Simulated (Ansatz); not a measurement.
# SnTe2 (model cell, started as fluorite): a soft mode frozen in

Which phase does SnTe2 (model cell, started as fluorite) fall into along its unstable mode, and how much energy does it gain?

Method: DFT PBE, scalar-relativistic, plane waves, PAW, in Ansatz 0.2.0.

The structure was built from a prototype and need not be the compound's stable phase.

### 1. The starting structure

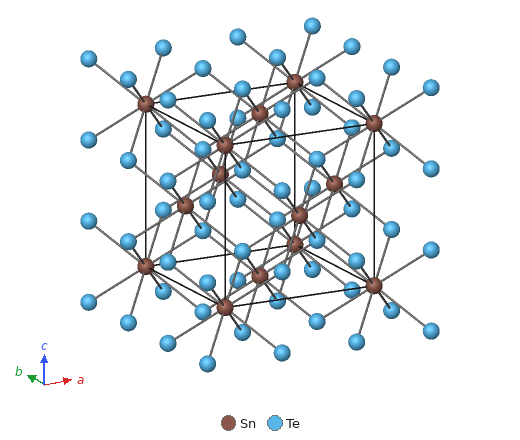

The starting structure, seen from a free direction (tin brown, tellurium blue). This picture shows the conventional cell, with its axes. Some periodic images of atoms are drawn too.

### 2. Phonons on a q mesh

The cell comes from relaxations at this level that are not shown. Stability and thermal properties need the whole zone. Linear response on a 4×4×4 q mesh gives force constants as far as a supercell of that size would.

The input, input.yaml:

```yaml
crystal:
  lattice:
    - [0.0, 3.7227547923, 3.7227547923]
    - [3.7227547923, 0.0, 3.7227547923]
    - [3.7227547923, 3.7227547923, 0.0]
  atoms:
    - { symbol: Sn, position: [0.0, 0.0, 0.0] }
    - { symbol: Te, position: [0.25, 0.25, 0.25] }
    - { symbol: Te, position: [0.75, 0.75, 0.75] }
kpoints:
  mp_grid: { grid: [12, 12, 12] }
hamiltonian:
  xc: pbe
scf:
  occupations: { method: methfessel_paxton, width: 0.2 }
output:
  eigenvalues: true
phonons:
  method: dfpt
  qmesh: [4, 4, 4]
  temperatures: { t_max: 1000, t_step: 50 }
  qpath:
    path:
      - [[0.0, 0.0, 0.0], [0.5, 0.0, 0.5], [0.625, 0.25, 0.625]]
      - [[0.375, 0.375, 0.75], [0.0, 0.0, 0.0], [0.5, 0.5, 0.5], [0.5, 0.25, 0.75], [0.5, 0.0, 0.5]]
    npoints: 10
```

Started as:

```sh
$ ansatz run input.yaml --threads 4 --pin off --max-ram 7168MiB --backend cpu --events-out ev --progress --plain --runs-dir out
```

Numbers of over 12 decimals in the logs are rounded to 6 here.

What it wrote:

```text
Warning: phonons: the dynamical matrix that this run interpolates holds no multipole term above the dipole-dipole one, and a site of this crystal is no centre of inversion, so its interpolated transverse optical and acoustic branches and sound speeds can stay off near Gamma, and the density of states and the thermodynamics with them. What a run solves at a wave vector of phonons.qpoints, Gamma apart, where the deck admits one, is free of this, and under fd what a larger phonons.supercell samples
Engine: ansatz 0.2.0, aarch64-unknown-linux-gnu
Pseudopotentials: kind: paw
Pseudopotential: Sn, paw, valence charge 14, recommended cutoff 420 eV (normal), Sn.paw.azcp
Pseudopotential: Te, paw, valence charge 16, recommended cutoff 420 eV (normal), Te.paw.azcp
Functional definition: PBE
  parameter kappa = 0.804
  parameter beta = 0.066725
  exchange = pbe_x(kappa = kappa, mu = beta*pi^2/3)
  correlation = pbe_c(beta = beta)
Crystal: 3 atoms, lattice volume = 103.187 Å³
Basis set: ecut = 420 eV, 1989 PW (Γ), exchange–correlation on 72×72×72 points (8 copies of the dense FFT grid, shifted against one another)
Bands: 28, of which v1, the nominal top of the filled ones, is band 23 counted from 1 (22 counted from 0)
Symmetry: 48 space group operations
k-points: 72 of 1728
Non-local potential: Sn, projectors of the file, l = 0: 2, l = 1: 2, l = 2: 2, l = 3: 2
Non-local potential: Te, projectors of the file, l = 0: 2, l = 1: 2, l = 2: 2, l = 3: 2
PAW form: soft (Blöchl's): semilocal exchange-correlation on the pseudo side does not see the compensation charge
PAW one-centre angular grid: Sn, 590 points (default); XC on 64 Gauss nodes
PAW one-centre angular grid: Te, 590 points (default); XC on 64 Gauss nodes
Initial density: superposition of atomic densities (neutral atoms: chi_scale 0, normalization atom), corrected by the library's trained network
Initial wavefunctions: pseudopotential atomic-orbital guess
Functional: x = pbe(κ = 0.804, μ = 0.219515), c = pbe(β = 0.066725)
SCF iter   1: F=—  HF=-19983.745300 eV  |F-HF|=—  |Δ(HF+E_count)|=         —  Δρ=1.28e-3  dr2=2.45e-3  ethr=1.77e-3  ⟨swp⟩=6.5  Hψ=8989  notcnv=0
preconditioner: auto → LDOS  [metal: Δε(μ)=0.003 eV  Ē_g=7.910 eV  σ=0.200 eV  W_gap=0.01  n_scr=14 (ndim 8)  ℏωp=14.6 eV  f_vac=0.070  D(μ)=3.02/eV (n_scr^D=14)  β→1.0]
SCF iter   2: F=—  HF=-19983.743803 eV  |F-HF|=—  |Δ(HF+E_count)|=   1.50e-3  S|Δr|=    0.00e0  Δρ=5.46e-4  dr2=2.60e-4  ethr=5.33e-6  ⟨swp⟩=2.0  Hψ=4257  notcnv=0
SCF iter   3: F=—  HF=-19983.743685 eV  |F-HF|=—  |Δ(HF+E_count)|=   1.18e-4  S|Δr|=    0.00e0  Δρ=2.60e-4  dr2=5.72e-5  ethr=5.66e-7  ⟨swp⟩=2.0  Hψ=3688  notcnv=0
SCF iter   4: F=—  HF=-19983.743662 eV  |F-HF|=—  |Δ(HF+E_count)|=   2.26e-5  S|Δr|=    0.00e0  Δρ=7.45e-5  dr2=7.16e-6  ethr=1.24e-7  ⟨swp⟩=2.0  Hψ=3005  notcnv=0
SCF iter   5: F=—  HF=-19983.743660 eV  |F-HF|=—  |Δ(HF+E_count)|=   2.37e-6  S|Δr|=    0.00e0  Δρ=2.99e-5  dr2=7.61e-7  ethr=1.56e-8  ⟨swp⟩=2.0  Hψ=3680  notcnv=0
SCF iter   6: F=—  HF=-19983.743660 eV  |F-HF|=—  |Δ(HF+E_count)|=   5.06e-7  S|Δr|=    0.00e0  Δρ=4.85e-6  dr2=3.25e-8  ethr=1.65e-9  ⟨swp⟩=2.0  Hψ=2918  notcnv=0
SCF iter   7: F=—  HF=-19983.743660 eV  |F-HF|=—  |Δ(HF+E_count)|=   1.45e-9  S|Δr|=    0.00e0  Δρ=7.06e-7  dr2=3.52e-10  ethr=7.07e-11  ⟨swp⟩=3.0  Hψ=3950  notcnv=0
SCF iter   8: F=-19983.743660 eV  HF=-19983.743660 eV  |F-HF|=3.64e-12  |Δ(HF+E_count)|=  8.00e-11  S|Δr|=    0.00e0  Δρ=7.95e-8  dr2=7.44e-12  ethr=1.00e-12  ⟨swp⟩=5.5  Hψ=11122  notcnv=0
SCF 1 converged in 8 iterations: F = -19983.743660 eV  dr2 = 7.44e-12
  greatest PAW one-centre occupation: 0.998 electrons in one spin orbital (limit 2), on the Te atom at site 2 (counted from 0), in its partial waves of l = 2
Initial density: read from a saved state, or passed on in memory by an earlier SCF of this step, an earlier step, the calling program or the single point that the run made first
iter 1 solved again at ethr=1.31e-7 eV; its pass at ethr=3.10e-3 eV (dr2=6.04e-5 eV) is discarded
SCF iter   1: F=—  HF=-19983.743660 eV  |F-HF|=—  |Δ(HF+E_count)|=         —  Δρ=3.42e-7  dr2=1.59e-10  ethr=1.31e-7  ⟨swp⟩=3.1  Hψ=14312  notcnv=0
eigensolver tolerance schedule: the retry pair's looser diagonalisation over-reported the residual by 379207.86 of it (diagonalisation noise at an unbounded share of the residual, at the tolerance the schedule requests for it); recorded, not acted on — ethr = c·dr2/N_el stays at c = 1.0e-1
preconditioner: auto → LDOS  [metal: Δε(μ)=0.007 eV  Ē_g=7.906 eV  σ=0.200 eV  W_gap=0.03  n_scr=14 (ndim 8)  ℏωp=14.6 eV  f_vac=0.080  D(μ)=3.01/eV (n_scr^D=14)  β→1.0]
SCF iter   2: F=—  HF=-19983.743660 eV  |F-HF|=—  |Δ(HF+E_count)|=   1.28e-8  S|Δr|=    0.00e0  Δρ=4.32e-7  dr2=2.22e-10  ethr=1.00e-12  ⟨swp⟩=4.1  Hψ=5859  notcnv=0
SCF iter   3: F=—  HF=-19983.743660 eV  |F-HF|=—  |Δ(HF+E_count)|=  1.42e-10  S|Δr|=    0.00e0  Δρ=1.78e-7  dr2=4.76e-11  ethr=1.00e-12  ⟨swp⟩=2.1  Hψ=3687  notcnv=0
SCF iter   4: F=—  HF=-19983.743660 eV  |F-HF|=—  |Δ(HF+E_count)|=  1.09e-11  S|Δr|=    0.00e0  Δρ=1.26e-7  dr2=2.19e-11  ethr=1.00e-12  ⟨swp⟩=1.0  Hψ=2016  notcnv=0
SCF iter   5: F=-19983.743660 eV  HF=-19983.743660 eV  |F-HF|=3.64e-12  |Δ(HF+E_count)|=  1.09e-11  S|Δr|=    0.00e0  Δρ=6.09e-8  dr2=5.62e-12  ethr=1.00e-12  ⟨swp⟩=2.2  Hψ=5357  notcnv=0
SCF 2 converged in 5 iterations: F = -19983.743660 eV  dr2 = 5.62e-12
phonons: the bands overlap, so this run is a metal and interpolates without the dipole-dipole term. If the crystal is really an insulator or semiconductor, its LO-TO splitting is missing
NSCF: frozen V_eff on 72 k-points
NSCF: frozen V_eff on 163 k-points
DFPT response loops at q = (0, 0, 0) (fractional): preconditioner auto → Kerker (q_TF=auto, 2.385 Å⁻¹) (partly filled bands, converged f_vac=0.080); β = 1.00, the filter's whole step (`scf.mixing.beta` (0.50) is not read by the response loops under this deck's `scf.mixing.preconditioner`; to damp them name `kerker` or `kerker_dos`, under which they read `scf.mixing.beta`, and type it under 1.00, their step now; both keys bind the ground state too); Broyden in place of MSR1
NSCF: frozen V_eff on 1872 k-points
DFPT response loops at q = (0, 0, 0.25) (fractional): mixed as the last ones told, above
NSCF: frozen V_eff on 952 k-points
DFPT response loops at q = (0, 0, -0.5) (fractional): mixed as the last ones told, above
NSCF: frozen V_eff on 1020 k-points
DFPT response loops at q = (0, 0.25, 0.25) (fractional): mixed as the last ones told, above
NSCF: frozen V_eff on 3456 k-points
DFPT response loops at q = (0, 0.25, -0.5) (fractional): mixed as the last ones told, above
phonons.qmesh, q = [0.0000, 0.2500, -0.5000]: its response loops start from zero, take more passes and end by a threshold: the memory limit or budget leaves too little room for the subspace of the ground state's own states beside the solves, or none could be made (phonons.method)
NSCF: frozen V_eff on 1872 k-points
DFPT response loops at q = (0, 0.25, -0.25) (fractional): mixed as the last ones told, above
NSCF: frozen V_eff on 560 k-points
DFPT response loops at q = (0, -0.5, -0.5) (fractional): mixed as the last ones told, above
NSCF: frozen V_eff on 1020 k-points
DFPT response loops at q = (0.25, -0.5, -0.25) (fractional): mixed as the last ones told, above
SCF converged after 8 iterations
Stability not checked: this state was not tested for a lower state beside it, because cold or Methfessel-Paxton smearing, or corrected tetrahedra, fill the levels in a way that the test cannot read (fill_not_monotonic; see scf.lower_state_search)
Free energy (F): -19983.743660 eV
Harris-Foulkes:  -19983.743660 eV  (|F-HF|=3.64e-12)
Internal energy: -19983.744457 eV  (E = F + TS)
E sigma→0 (E₀):  -19983.743860 eV
Entropy (-TS):   0.000796 eV (0.265 meV/atom)
Fermi energy:    7.903227 eV
--- Per-component energies (eV) ---
  E_band       = -659.578929
  E_kinetic    = 544.526628
  E_local      = -3688.641866  (includes V_loc(G=0)·N_el)
  E_nonlocal   = -653.674345
  E_hartree    = 2275.554261
  E_xc         = -630.515236
  E_vxc        = -303.029276  (∫ρ·V_xc dr)
  E_paw        = -13457.668763  (= ΣΔE_a)
  E_vpaw       = -1109.868073  (= ΣTr[D̂ρ^β])
  E_aug_tail   = -0.000314  (compensation charges beyond the density's cutoff)
  E_ewald      = -4373.324821
  E_smearing   = 0.000796  (= −TS)
  E_closure    = 0.000000  (closes the sum)
  Σ components = -19983.743660   (vs F -19983.743660, Δ=0.00e0)
--- Band table (eV; the first three rows and the last of 72) ---
  k-point 0: bands = [... 19 lower, 5.3614, 5.3614, 6.5735, 6.5735, 6.5735, 9.5716, 9.5716, 9.5716, ... 1 higher]
  k-point 1: bands = [... 19 lower, 5.3290, 5.3290, 6.5628, 6.5628, 6.9688, 9.5793, 9.6097, 9.6097, ... 1 higher]
  k-point 2: bands = [... 19 lower, 5.2524, 5.2524, 6.5112, 6.5112, 7.6521, 9.7410, 9.7617, 9.7617, ... 1 higher]
  k-point 71: bands = [... 19 lower, 5.4758, 5.4758, 7.1136, 8.6176, 8.7278, 10.4152, 11.5797, 11.5797, ... 1 higher]
--- Phonons (Γ-DFPT): 2 representative perturbations + reference (Σ response iterations 6) ---
  ASR residual: 7.000e-5 → 0.000e0 eV/Å²; symmetrization residual: 1.553e-5 eV/Å²
  ASR residual per site (eV/Å²): 7.00e-5 9.11e-6 9.11e-6
  Γ frequencies (cm⁻¹): 0.00 0.00 0.00 66.35 66.35 66.35 74.31 74.31 74.31
--- Phonons (arbitrary-q DFPT): 8 irreducible q on the 4×4×4 mesh ---
  q = [0.0000, 0.0000, 0.0000] (star 1, of the zone-centre solve; hermiticity 1.89e-5, symmetrization 2.88e-11): -0.00 -0.00 0.00 66.35 66.35 66.35 74.31 74.31 74.31
  q = [0.0000, 0.0000, 0.2500] (star 8, 2 solved perturbations on 936 of 1728 k-point pairs; hermiticity 3.25e-5, symmetrization 2.27e-8): -33.55 -33.55 22.34 39.97 59.62 59.62 72.87 73.09 73.09
  q = [0.0000, 0.0000, -0.5000] (star 4, 2 solved perturbations on 476 of 1728 k-point pairs; hermiticity 1.72e-5, symmetrization 2.39e-6): -54.49 -38.41 -38.41 17.67 52.12 52.12 71.94 71.94 73.04
  q = [0.0000, 0.2500, 0.2500] (star 6, 4 solved perturbations in 1608 linear systems a pass and spin channel, the states on 510 of 1728 k-point pairs; hermiticity 3.90e-5, symmetrization 8.29e-8): -18.97 -18.97 16.19 25.10 52.81 52.81 60.57 78.83 78.83
  q = [0.0000, 0.2500, -0.5000] (star 24, 4 solved perturbations in 5328 linear systems a pass and spin channel, the states on 1728 of 1728 k-point pairs; hermiticity 1.12e-4, symmetrization 5.10e-12): -57.67 -32.96 -30.44 31.04 40.58 62.86 74.90 75.57 76.58
  q = [0.0000, 0.2500, -0.2500] (star 12, 4 solved perturbations in 2892 linear systems a pass and spin channel, the states on 936 of 1728 k-point pairs; hermiticity 3.31e-5, symmetrization 6.97e-7): -45.57 -43.46 -9.93 19.95 48.52 49.35 71.82 74.18 78.41
  q = [0.0000, -0.5000, -0.5000] (star 3, 4 solved perturbations in 886 linear systems a pass and spin channel, the states on 280 of 1728 k-point pairs; hermiticity 5.06e-5, symmetrization 3.44e-8): -67.02 -26.46 -26.46 37.99 37.99 60.80 72.13 73.73 73.73
  q = [0.2500, -0.5000, -0.2500] (star 6, 4 solved perturbations in 1544 linear systems a pass and spin channel, the states on 510 of 1728 k-point pairs; hermiticity 1.19e-5, symmetrization 5.93e-6): -55.78 -34.60 -34.60 -29.97 37.31 68.72 71.56 71.56 74.58
  sum rule: each row above includes the acoustic sum rule's correction from the zone centre's row sums; it moved no ω² by more than (0.40 cm⁻¹)²
  mesh force constants: q→R imaginary residual 7.88e-18; ASR residual 7.000e-5 → 0.000e0 eV/Å²; symmetrization residual 7.772e-16 eV/Å²
  interpolated dispersion: 62 rows × 9 modes
  density of states and harmonic sums: on the 16×16×16 q-mesh, interpolated from the force constants of a 4×4×4 supercell (no non-analytic term)
  largest difference from the sums on the solved wave vectors: F 1.82e-2 eV, S 2.51e-5 and C_V 6.98e-6 eV/K
  zero-point energy: 0.022171 eV/cell   skipped modes (ω ≤ 0): 421, of them read as no rigid motion or as one in doubt: 418 (2.953e0 modes/cell left out, lowest -67.02 cm⁻¹)   left out of the sums: 3.28e-1 of the cell's modes: C_V's classical limit lies that fraction below 3 k_B per atom; for a crystal, a wire or a layer, F and S can be off by more, and a phonons.interpolated_qmesh denser along its periods is the remedy for the sampling
```

Run time: 32 min. Hardware: 4 threads of Arm Neoverse V2, shared host; peak memory 7 GiB; 2.1 h of CPU time.

Numbers from this step:

- volume per atom: 34.40 Å³
- gap on the k-mesh: 0 eV
- sum-rule residual before enforcement: 7.00e-5 eV/Å²
- lowest frequency on the path: -67.02 cm⁻¹
- point group: m-3m
- highest frequency on the path or at a solved wavevector: 78.9 cm⁻¹
- highest optical mode at the zone centre (no LO-TO term): 74.31 cm⁻¹
- lowest optical zone-centre mode: 66.35 cm⁻¹
- lowest mode on the q mesh (acoustic modes at Γ apart): -67.02 cm⁻¹

Frequencies (cm⁻¹) solved at each irreducible wavevector; negative means imaginary. Frequencies by wavevector, by row:

```tsv
q in reciprocal lattice units	star	mode 1	mode 2	mode 3	mode 4	mode 5	mode 6	mode 7	mode 8	mode 9
0 0 0	1	0	0	0	66.3	66.3	66.3	74.3	74.3	74.3
0 0 0.25	8	-33.5	-33.5	22.3	40	59.6	59.6	72.9	73.1	73.1
0 0 -0.5	4	-54.5	-38.4	-38.4	17.7	52.1	52.1	71.9	71.9	73
0 0.25 0.25	6	-19	-19	16.2	25.1	52.8	52.8	60.6	78.8	78.8
0 0.25 -0.5	24	-57.7	-33	-30.4	31	40.6	62.9	74.9	75.6	76.6
0 0.25 -0.25	12	-45.6	-43.5	-9.9	19.9	48.5	49.4	71.8	74.2	78.4
0 -0.5 -0.5	3	-67	-26.5	-26.5	38	38	60.8	72.1	73.7	73.7
0.25 -0.5 -0.25	6	-55.8	-34.6	-34.6	-30	37.3	68.7	71.6	71.6	74.6
```

Interpolated from a 4×4×4 q mesh. Phonon branches along the path, in cm⁻¹:

```tsv
point	branch 1	branch 2	branch 3	branch 4	branch 5	branch 6	branch 7	branch 8	branch 9
Γ	0	0	0	66	66	66	74	74	74
X	-67	-26	-26	38	38	61	72	74	74
U	-61	-30	-22	-17	31	72	72	74	74
jump to K	-61	-30	-22	-17	31	72	72	74	74
Γ	0	0	0	66	66	66	74	74	74
L	-54	-38	-38	18	52	52	72	72	73
W	-56	-35	-35	-30	37	69	72	72	75
X	-67	-26	-26	38	38	61	72	74	74
```

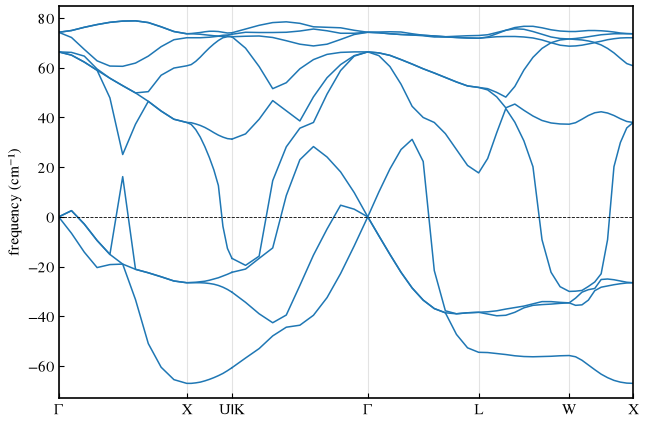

Phonon branches along the path.

Symmetry leaves 8 wavevectors to solve. The lowest mode among them, the acoustic zeros apart, lies at q = (0, -0.5, -0.5) and is imaginary, 67.0i cm⁻¹, so the energy falls along it.

### 3. The mode frozen in, largest atomic shift 0 Å

The mode followed lies at q = (0, -0.5, -0.5) with frequency 67.0i cm⁻¹, the softest among the wavevectors solved. At small amplitude the distorted cell has space group no. 137 by a symmetry search on the positions. The undistorted cell that holds it gives the zero of energy on the same k mesh.

System of this step: SnTe2 (model cell, started as fluorite). Symmetry: Fm-3m, No. 225, cubic system. The conventional cell has a = 7.446 Å, b = 7.446 Å, c = 7.446 Å, α = 90.00°, β = 90.00°, γ = 90.00°. Nearest to Sn lie 8 Te at 3.22 Å. Nearest to Te lie 4 Sn at 3.22 Å. Farther neighbours and most contacts between anions are not listed.

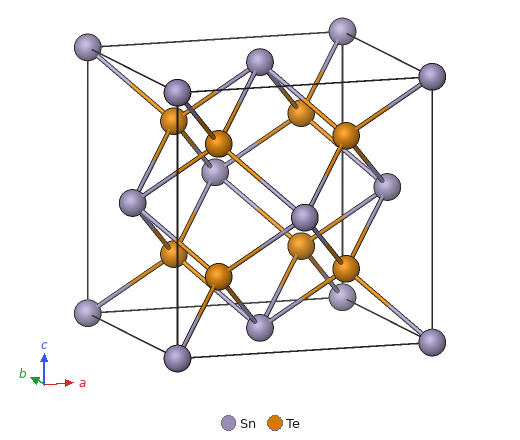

The cell of this step (tin purple, tellurium orange). Some periodic images of atoms are drawn too.

The input, input.yaml:

```yaml
crystal:
  lattice:
    - [0.0, -3.7227547923, -3.7227547923]
    - [0.0, 3.7227547923, -3.7227547923]
    - [7.4455095846, 0.0, 0.0]
  atoms:
    - { symbol: Sn, position: [0.0, 0.0, 0.0] }
    - { symbol: Sn, position: [0.5, 0.5, 0.5] }
    - { symbol: Te, position: [0.0, 0.5, 0.75] }
    - { symbol: Te, position: [0.5, 0.0, 0.25] }
    - { symbol: Te, position: [1.0, 0.5, 0.25] }
    - { symbol: Te, position: [0.5, 0.0, 0.75] }
kpoints:
  mp_grid: { grid: [8, 8, 6] }
hamiltonian:
  xc: pbe
scf:
  occupations: { method: methfessel_paxton, width: 0.2 }
output:
  forces: true
  stress: true
  eigenvalues: true
```

What it wrote:

```text
[...]
Crystal: 6 atoms, lattice volume = 206.373 Å³
Basis set: ecut = 420 eV, 4033 PW (Γ), exchange–correlation on 72×72×100 points (8 copies of the dense FFT grid, shifted against one another)
Bands: 56, of which v1, the nominal top of the filled ones, is band 46 counted from 1 (45 counted from 0)
Symmetry: 32 space group operations
[...]
k-points: 60 of 384
[...]
k-point 0: bands = [... 42 lower, 6.5732, 6.5733, 6.5733, 8.3912, 8.3912, 8.9930, 9.5710, 9.5710, ... 6 higher]
  k-point 1: bands = [... 42 lower, 6.6655, 6.7868, 6.7868, 8.2772, 8.2772, 8.6219, 9.3558, 9.7458, ... 6 higher]
  k-point 2: bands = [... 42 lower, 6.7792, 7.1887, 7.1887, 7.7842, 7.9852, 7.9852, 9.0878, 9.4786, ... 6 higher]
  k-point 59: bands = [... 42 lower, 7.1135, 7.1135, 8.6162, 8.6162, 8.7262, 8.7262, 10.4156, 10.4156, ... 6 higher]
[key lines of the parts left out:]
SCF converged after 6 iterations
Free energy (F): -39967.490291 eV
Fermi energy:    7.908931 eV
P = ⅓ Tr σ = -0.0058 GPa (-0.058 kbar)
```

Wall time 8.4 s (4 threads); peak memory 0.86 GiB; 32 s of CPU time.

This step gave:

| Quantity | Value |
| --- | --- |
| pressure | -0.005759 GPa |
| energy from the undistorted cell | 0 meV/atom |

The run ends at a pressure of -0.01 GPa.

### 4. The mode frozen in, largest atomic shift 0.45 Å

The atoms are moved along the unstable eigenvector, the largest shift by 0.45 Å, with the cell fixed.

input.yaml, the sections that differ from step 3:

```yaml
crystal:
  lattice:
    - [0.0, -3.7227547923, -3.7227547923]
    - [0.0, 3.7227547923, -3.7227547923]
    - [7.4455095846, 0.0, 0.0]
  atoms:
    - { symbol: Sn, position: [0.0, 0.0, 0.0] }
    - { symbol: Sn, position: [0.5, 0.5, 0.5] }
    - { symbol: Te, position: [0.0, 0.5, 0.8104391137] }
    - { symbol: Te, position: [0.5, 0.0, 0.1895608863] }
    - { symbol: Te, position: [1.0, 0.5, 0.3104391137] }
    - { symbol: Te, position: [0.5, 0.0, 0.6895608863] }
# kpoints, hamiltonian, scf, output: as in step 3
```

What it wrote:

```text
[...]
Crystal: 6 atoms, lattice volume = 206.373 Å³
Basis set: ecut = 420 eV, 4033 PW (Γ), exchange–correlation on 72×72×100 points (8 copies of the dense FFT grid, shifted against one another)
Bands: 56, of which v1, the nominal top of the filled ones, is band 46 counted from 1 (45 counted from 0)
Symmetry: 16 space group operations
[...]
k-points: 60 of 384
[...]
k-point 0: bands = [... 42 lower, 5.7247, 6.2296, 7.0718, 8.0118, 8.0118, 8.4462, 9.4989, 10.0388, ... 6 higher]
  k-point 1: bands = [... 42 lower, 6.1851, 6.3075, 7.0662, 8.0252, 8.0252, 8.2103, 9.2442, 9.8667, ... 6 higher]
  k-point 2: bands = [... 42 lower, 6.5327, 6.5436, 6.8993, 7.6156, 8.0368, 8.0368, 8.9727, 9.4870, ... 6 higher]
  k-point 59: bands = [... 42 lower, 7.1244, 7.1244, 7.6320, 7.6320, 9.2523, 9.2523, 11.1293, 11.1293, ... 6 higher]
[key lines of the parts left out:]
SCF converged after 6 iterations
Free energy (F): -39967.837229 eV
Fermi energy:    7.800694 eV
P = ⅓ Tr σ = -0.0644 GPa (-0.644 kbar)
```

It took 8.5 s on 4 threads; peak memory 0.86 GiB.

Numbers from this step:

```yaml
pressure: -0.06440 GPa
energy_from_the_undistorted_cell: -57.23 meV/atom
```

The energy, extrapolated to zero smearing, is -57.23 meV/atom against the undistorted cell.

The run ends at a pressure of -0.06 GPa, with forces up to 0.058 eV/Å.

(Part 1 of 3 ends here.)

[Logs are printed without paths, hosts, clocks, repeated set-up lines and the standing remarks that a program may print on its own settings, such as how far it seeks lower states.]

[Hosts, paths, dates, database ids (printed as entryN), source tags and the programs' standing remarks are cut or masked in the printed files.]
